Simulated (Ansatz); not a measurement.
# Y2Ti2O7 (Fd-3m): spin-orbit coupling beyond the local functionals

Aim: the spin-orbit change of the gap of Y2Ti2O7 (Fd-3m).

Calculated with Ansatz 0.2.0; density functionals with and without spin-orbit coupling, plane waves, PAW.

**Experimental background.**

- Gap 3.44 eV: direct optical gap from Tauc plot; UV-Vis-NIR transmission; bulk crystal (floating-zone single crystal wafer, 1 mm thick) (“Structural, optical and mechanical properties of Y2Ti2O7 single crystal”, 2020, arxiv:2006.07359).

In doubt: the elements are of a kind flagged for part-filled d or f shells, though by formal charges that shell is empty here, so the flag may not apply.

## 1. The structure

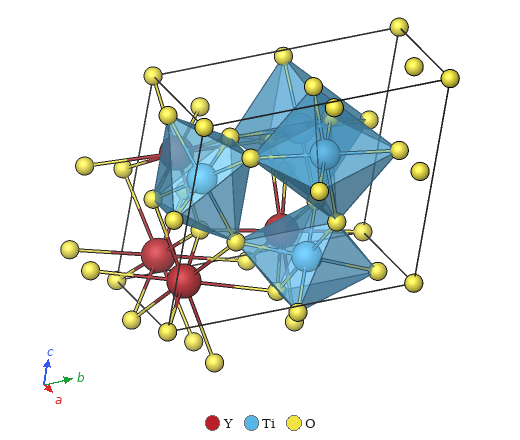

The starting structure, seen slightly off an axis (yttrium red, titanium blue, oxygen yellow). Bonds to atoms that aren't drawn are left out. Some periodic images of atoms are drawn too.

Geometry: measured cell, ions relaxed with LDA. The runs that relaxed it are not among those shown. The default PAW set here is soft_2. Its files were made with PBE.

## 2. HSE06, 2×2×2 mesh

This step: DFT, HSE06, plane waves, PAW.

File input.yaml:

```yaml
crystal:
  lattice:
    - [0.0, 5.0493, 5.0493]
    - [5.0493, 0.0, 5.0493]
    - [5.0493, 5.0493, 0.0]
  atoms:
    - { symbol: "Y", position: [0.125, 0.125, 0.125] }
    - { symbol: "Y", position: [0.625, 0.125, 0.125] }
    - { symbol: "Y", position: [0.125, 0.125, 0.625] }
    - { symbol: "Y", position: [0.125, 0.625, 0.125] }
    - { symbol: Ti, position: [0.625, 0.625, 0.625] }
    - { symbol: Ti, position: [0.125, 0.625, 0.625] }
    - { symbol: Ti, position: [0.625, 0.625, 0.125] }
    - { symbol: Ti, position: [0.625, 0.125, 0.625] }
    - { symbol: O, position: [0.5454541437, 0.9545458563, 0.9545458563] }
    - { symbol: O, position: [0.7045458563, 0.2954541437, 0.7045458563] }
    - { symbol: O, position: [0.9545458563, 0.5454541437, 0.5454541437] }
    - { symbol: O, position: [0.2954541437, 0.7045458563, 0.2954541437] }
    - { symbol: O, position: [0.9545458563, 0.5454541437, 0.9545458563] }
    - { symbol: O, position: [0.7045458563, 0.7045458563, 0.2954541437] }
    - { symbol: O, position: [0.5454541437, 0.9545458563, 0.5454541437] }
    - { symbol: O, position: [0.2954541437, 0.2954541437, 0.7045458563] }
    - { symbol: O, position: [0.7045458563, 0.2954541437, 0.2954541437] }
    - { symbol: O, position: [0.9545458563, 0.9545458563, 0.5454541437] }
    - { symbol: O, position: [0.2954541437, 0.7045458563, 0.7045458563] }
    - { symbol: O, position: [0.5454541437, 0.5454541437, 0.9545458563] }
    - { symbol: O, position: [0.0, 0.0, 0.0] }
    - { symbol: O, position: [0.25, 0.25, 0.25] }
kpoints:
  mp_grid: { grid: [2, 2, 2] }
  band_path:
    path:
      - [0.0, 0.0, 0.0]
      - [0.5, 0.0, 0.5]
      - [0.625, 0.25, 0.625]
      - [0.375, 0.375, 0.75]
      - [0.5, 0.5, 0.5]
      - [0.5, 0.25, 0.75]
    npoints: 1
hamiltonian:
  xc: hse06
scf:
  occupations: { method: fixed }
  n_extra_bands: 11
output:
  eigenvalues: true
```

Started as:

```
> ansatz run input.yaml --threads 24 --pin off --max-ram 82944MiB --backend cuda --events-out ev --progress --plain --runs-dir out --devices 1 --max-vram 78GiB
```

Numbers of over 12 decimals in the logs are rounded to 6 here.

The program printed:

```text
scf.n_extra_bands = 11 over 88 filled bands (N_el = 176.0): the run solves 99 bands
GPUs: using 1 of 1 available (devices: 1).
Engine: ansatz 0.2.0, aarch64-unknown-linux-gnu
Pseudopotentials: kind: paw
Pseudopotential: Y, paw, valence charge 11, recommended cutoff 420 eV (normal), Y.paw.azcp
Pseudopotential: Ti, paw, valence charge 12, recommended cutoff 420 eV (normal), Ti.paw.azcp
Pseudopotential: O, paw, valence charge 6, recommended cutoff 420 eV (normal), O.paw.azcp
Functional definition: HSE06
  parameter a = 0.25
  parameter omega = 0.11/bohr
  exchange = pbe_x - a*pbe_x_sr(omega) + a*exact_x_sr(omega)
  correlation = pbe_c
davidson cushion auto → on  (no smearing: the cushion is to keep the highest requested band from converging to the state above it; pin scf.eigensolver.cushion to override)
[...]
Crystal: 22 atoms, lattice volume = 257.468 Å³
Basis set: ecut = 420 eV, 5029 PW (Γ)
Bands: 99, of which v1, the nominal top of the filled ones, is band 88 counted from 1 (87 counted from 0)
Symmetry: 48 space group operations
Space group: Fd-3m (ITA 227), of the structure as read, at distance tolerance 6.4e-5 Å
k-points: 3 of 8
Non-local potential: Y, projectors of the file, l = 0: 3, l = 1: 2, l = 2: 2, l = 3: 1
Non-local potential: Ti, projectors of the file, l = 0: 3, l = 1: 2, l = 2: 3, l = 3: 1
Non-local potential: O, projectors of the file, l = 0: 2, l = 1: 2, l = 2: 1
PAW form: soft (Blöchl's): semilocal exchange-correlation on the pseudo side does not see the compensation charge
PAW frozen core: Y, regenerated for the run's functional, and the local potential with it (the file was generated under x = pbe(κ = 0.804, μ = 0.219515), c = pbe(β = 0.066725))
PAW frozen core: Ti, regenerated for the run's functional, and the local potential with it (the file was generated under x = pbe(κ = 0.804, μ = 0.219515), c = pbe(β = 0.066725))
PAW frozen core: O, regenerated for the run's functional, and the local potential with it (the file was generated under x = pbe(κ = 0.804, μ = 0.219515), c = pbe(β = 0.066725))
PAW one-centre angular grid: Y, 590 points (default); XC on 64 Gauss nodes
PAW one-centre angular grid: Ti, 590 points (default); XC on 64 Gauss nodes
PAW one-centre angular grid: O, 110 points (default); XC on 96 Gauss nodes
Initial density: superposition of atomic densities (neutral atoms: chi_scale 0, normalization atom), corrected by the library's trained network
Initial wavefunctions: pseudopotential atomic-orbital guess
[...]
Functional: x = pbe(κ = 0.804, μ = 0.219515), c = pbe(β = 0.066725), warm-up for x = pbe(κ = 0.804, μ = 0.219515) + 0.25 (exact − pbe) at short range (hse, ω = 0.207870 Å⁻¹), c = pbe(β = 0.066725); HSE06 as pw.x's `hse` composes it (authors' and Libxc's form: `xc: wpbeh`)
[...]
iter 2 solved again at ethr=1.31e-9 eV; its pass at ethr=3.41e-8 eV (dr2=2.31e-6 eV) is discarded
SCF iter   2: F=—  HF=-33382.921793 eV  |F-HF|=—  |Δ(HF+E_count)|=   1.48e-5  Δρ=4.84e-5  dr2=3.14e-6  ethr=1.31e-9  ⟨swp⟩=3.3  Hψ=1552  notcnv=0
SCF iter   3: F=—  HF=-33382.921802 eV  |F-HF|=—  |Δ(HF+E_count)|=   8.30e-6  Δρ=2.61e-5  dr2=1.04e-6  ethr=1.30e-9  ⟨swp⟩=6.7  Hψ=976  notcnv=0
SCF iter   4: F=-33382.921802 eV  HF=-33382.921802 eV  |F-HF|=1.47e-8  |Δ(HF+E_count)|=   2.00e-7  Δρ=6.95e-6  dr2=8.20e-8  ethr=5.64e-10  ⟨swp⟩=4.0  Hψ=792  notcnv=0
SCF 3 converged in 4 iterations: F = -33382.921802 eV  dr2 = 8.20e-8
[...]
hybrid outer 2: dexx = +1.043e-5 eV, tail = 3.14e-7 eV, Δε = 2.73e-3 eV (about 8.72e-5 eV left of the loop's levels)
[...]
NSCF: frozen V_eff on 6 k-points
hybrid SCF converged: 2 outer / 11 inner (+4 warm-up), last move |dexx| = 1.04e-5 eV, tail = 3.14e-7 eV
Stability not checked: this state was not tested for a lower state beside it, because the functional holds exact exchange (a hybrid, or Hartree-Fock), whose exchange loop this test does not read (fock_operator; see scf.lower_state_search)
Free energy (F): -33382.921802 eV
Frozen-core exchange: fock
Harris-Foulkes:  -33382.921802 eV  (|F-HF|=1.47e-8)
Internal energy: -33382.921802 eV  (E = F + TS)
E sigma→0 (E₀):  -33382.921802 eV
Fermi energy:    8.616897 eV
--- Per-component energies (eV) ---
  E_band       = -1377.909547
  E_kinetic    = 4788.740258
  E_local      = -10107.227493  (includes V_loc(G=0)·N_el)
  E_nonlocal   = 846.748558
  E_hartree    = 3724.562552
  E_xc         = -1712.243341
  E_vxc        = -2090.027740  (∫ρ·V_xc dr)
  E_exx        = -541.840182  (= α·E_x^exact, valence–valence)
  E_paw        = -17577.508527  (= ΣΔE_a)
  E_vpaw       = -1181.627357  (= ΣTr[D̂ρ^β])
  E_aug_tail   = 0.035316  (compensation charges beyond the density's cutoff)
  E_ewald      = -12801.605573
  E_core_change = -2.583369  (= ΣΔE_core)
  E_smearing   = -0.000000  (= −TS)
  E_closure    = -0.000000  (closes the sum)
  Σ components = -33382.921802   (vs F -33382.921802, Δ=-7.28e-12)
--- Band table (eV) ---
  k-point 0: bands = ["-51.9320", "-51.9228", "-51.9228", "-51.9228", "-34.0622", "-33.9882", "-33.9882", "-33.9882", "-26.6416", "-26.6051", "-26.6051", "-26.6051", "-26.5886", "-26.5886", "-26.4903", "-26.4903", "-26.4903", "-26.4790", "-26.4790", "-26.4790", "-14.7807", "-13.1420", "-13.1420", "-13.1420", "-13.0951", "-13.0951", "-12.6452", "-12.6452", "-12.6452", "-12.5749", "-12.5749", "-12.5749", "-10.4748", "- [...]
  k-point 1: bands = ["-51.9297", "-51.9251", "-51.9228", "-51.9228", "-34.0440", "-34.0069", "-33.9883", "-33.9883", "-26.6249", "-26.5968", "-26.5968", "-26.5513", "-26.5497", "-26.5435", "-26.5435", "-26.5408", "-26.5408", "-26.4903", "-26.4814", "-26.4814", "-14.4421", "-13.5349", "-13.1458", "-13.1458", "-13.0727", "-12.8837", "-12.8837", "-12.8759", "-12.8759", "-12.6305", "-12.6305", "-12.5754", "-9.8227", "-9 [...]
  k-point 2: bands = ["-51.9274", "-51.9274", "-51.9228", "-51.9228", "-34.0256", "-34.0256", "-33.9883", "-33.9883", "-26.6071", "-26.6071", "-26.5495", "-26.5495", "-26.5469", "-26.5469", "-26.5434", "-26.5434", "-26.5396", "-26.5396", "-26.4841", "-26.4841", "-14.0437", "-14.0437", "-13.1150", "-13.1150", "-12.9292", "-12.9292", "-12.8814", "-12.8814", "-12.8586", "-12.8586", "-12.6114", "-12.6114", "-9.4910", "-9 [...]
```

The job ended after 6.4 s (1 × NVIDIA GB200 (shared by 2 runs) with 24 threads of Arm Neoverse V2, shared host; peak memory 1.5 GiB).

Numbers from this step:

- gap: 4.489 eV
- valence top at: X
- conduction bottom at: Γ
- least direct gap: 4.510 eV
- exact-exchange fraction: 0.25

The gap is indirect, with the least direct gap 0.02 eV higher.

## 3. HSE06+SOC, 2×2×2 mesh

The many-body steps leave out spin-orbit coupling, so its effect is taken from a two-component run, with twice the bands.

This step: DFT, HSE06 with spin-orbit coupling, plane waves, PAW.

input.yaml, as its differences from that of step 2:

```diff
@@ -43,3 +43,6 @@
   occupations: { method: fixed }
-  n_extra_bands: 11
+  n_extra_bands: 22
+magnetization:
+  noncollinear: true
+  spin_orbit: true
 output:
```

The program printed:

```text
[...]
GPUs: using 1 of 1 available (devices: 1).
[...]
non-collinear run that drives no moment, with spin-orbit: no starting moment large enough to seed its density (crystal.atoms[].spin), no starting occupations that ask for one, no magnetisation constraint and no magnetic field, so the semilocal B_xc is pinned to zero
[...]
Crystal: 22 atoms, lattice volume = 257.468 Å³
Basis set: ecut = 420 eV, 5029 PW (Γ)
Bands: 198, of which v1, the nominal top of the filled ones, is band 176 counted from 1 (175 counted from 0)
Symmetry: 48 space group operations + 48 with time reversal
[...]
k-points: 3 of 8
Projection manifold: j_resolved (fully-relativistic pseudo-atomic orbitals)
[...]
SCF iter   1: F=—  HF=-33380.799634 eV  |F-HF|=—  |Δ(HF+E_count)|=         —  Δρ=6.10e-2  dr2=1.19e1  dr2_m=0.00e0 (ungated)  ethr=1.00e-1  |M|=0.00e0 ∫|m|=0.00e0 μB  |m|>n=0.0e0 m-floor=0.0e0 τ_xc=0.0e0  β_m=0.30  ⟨swp⟩=3.0  Hψ=2366  notcnv=0
[...]
SCF iter   2: F=—  HF=-33379.224085 eV  |F-HF|=—  |Δ(HF+E_count)|=    1.58e0  Δρ=4.03e-2  dr2=3.04e0  dr2_m=0.00e0 (ungated)  ethr=6.79e-3  |M|=0.00e0 ∫|m|=0.00e0 μB  |m|>n=0.0e0 m-floor=0.0e0 τ_xc=0.0e0  β_m=0.31  ⟨swp⟩=4.0  Hψ=1575  notcnv=0
[...]
SCF iter   6: F=-33379.262008 eV  HF=-33379.261921 eV  |F-HF|=8.66e-5  |Δ(HF+E_count)|=   5.69e-3  Δρ=4.46e-4  dr2=3.27e-4  dr2_m=0.00e0 (ungated)  ethr=1.03e-5  |M|=0.00e0 ∫|m|=0.00e0 μB  |m|>n=0.0e0 m-floor=0.0e0 τ_xc=0.0e0  ⟨swp⟩=3.3  Hψ=1591  notcnv=0
[...]
hybrid outer 1: dexx = +1.725e-1 eV, tail = 4.70e-4 eV
[...]
SCF 3 converged in 6 iterations: F = -33378.810368 eV  dr2 = 6.72e-8
[...]
```

The job ended after 21 s (1 × NVIDIA GB200 (shared by 2 runs) with 24 threads; peak memory 2.9 GiB; 3.9 min of CPU time).

This step gave:

```
gap                     : 4.488 eV
valence top at          : X
conduction bottom at    : Γ
least direct gap        : 4.492 eV
exact-exchange fraction : 0.25
```

The gap is that of HSE06.

## 4. Together

Times are wall times on 1 × NVIDIA GB200 (shared by 2 runs) with 24 threads of Arm Neoverse V2, shared host, good to a factor of about two.

| level | gap (eV) | with coupling (eV) | change (eV) | time | with coupling |
| --- | --- | --- | --- | --- | --- |
| HSE06 | 4.49 | 4.49 | −0.001 | 6.4 s | 21 s |

## 5. Summary of results

```
HSE06     : 4.49 eV
HSE06+SOC : 4.49 eV
```

**Reading.** Spin-orbit coupling changes the gap by −0.001 eV and the least direct gap by −0.02 eV. Against experiment, by HSE06+SOC: the direct gap of 4.49 eV lies +1.05 eV from the measured 3.44 eV (direct, 2020). An exciton line or allowed optical edge lies below the quasiparticle gap by the binding energy; a forbidden edge can push the onset above it. The lattice is static and excitons are left out.

[Paths, hosts, dates, memory and timing lines, banners, echoed tables and standing remarks are left out of the program output.]

[Logs are printed without paths, hosts, clocks, repeated set-up lines and the standing remarks that a program may print on its own settings, such as how far it seeks lower states.]

[Runs of the session that timed out or met a known fault of the program may be left out.]

[Cells called generated may have been cut or substituted from an entry of the Crystallography Open Database or the Materials Project.]

[Hosts, paths, dates, database ids (printed as entryN), source tags and the programs' standing remarks are cut or masked in the printed files.]
